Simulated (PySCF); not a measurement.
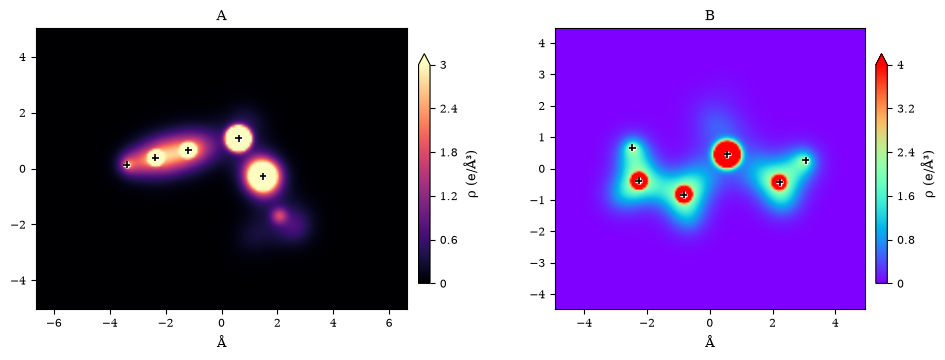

The total electron density of 2 systems, each on a plane through atoms (crosses mark nuclei in the plane).

Theory: PBE0/def2-SVPD, SCF density, gas phase in PySCF 2.14.0.

System 1: C4H12N2Si (SMILES C[Si](N)(N)C1CC1), the plane of atoms C5, C7 and H19. Geometry: GFN2-xTB.

```xyz
19

C    -1.1532   -1.6621   -1.1907
Si   -0.7498   -0.1654   -0.0841
N    -1.9886    1.0105   -0.3780
N    -0.8606   -0.3971    1.6287
C     1.0240    0.3850   -0.4526
C     2.1702    0.0429    0.4563
C     1.6783    1.4490    0.3828
H    -2.1666   -2.0094   -1.0188
H    -1.0650   -1.4193   -2.2445
H    -0.4805   -2.4906   -0.9916
H    -2.2028    1.2361   -1.3351
H    -1.9587    1.8565    0.1685
H    -0.2678   -1.0907    2.0537
H    -1.7867   -0.4627    2.0191
H     1.2854    0.4170   -1.5053
H     3.1260   -0.1929    0.0106
H     1.9627   -0.5176    1.3545
H     2.2965    2.1867   -0.1085
H     1.1273    1.8333    1.2274
```

System 2: C2H8O2Si3 (SMILES C#C[SiH2]O[SiH2][SiH2]O), the plane of atoms C2, Si3 and O4. Geometry: GFN2-xTB.

```tsv
atom	x (Å)	y (Å)	z (Å)
C	3.6278	0.7387	1.5487
C	2.9758	0.0989	0.7670
Si	1.9680	-0.8932	-0.4315
O	0.4861	-1.1272	0.1710
Si	-1.0015	-0.7840	0.7397
Si	-2.2077	0.0331	-1.0240
O	-3.6391	0.3538	-0.3074
H	4.2004	1.2985	2.2322
H	1.8321	-0.1425	-1.6831
H	2.5311	-2.2341	-0.5777
H	-1.4289	-2.0756	1.2970
H	-0.8012	0.1362	1.8697
H	-1.7190	1.2657	-1.6730
H	-2.4497	-0.8778	-2.1595
H	-4.3785	0.7118	-0.7911
```

> Which map belongs to which system?

Panel A is system 2, C2H8O2Si3: the plane holds C, Si, O and H. C–C (1.20 Å): the density is about 2.7 e/Å³ at the midpoint. Panel B is system 1, C4H12N2Si: the plane holds C, Si and H. C–C (1.50 Å): ρ at the midpoint is about 1.6 e/Å³.
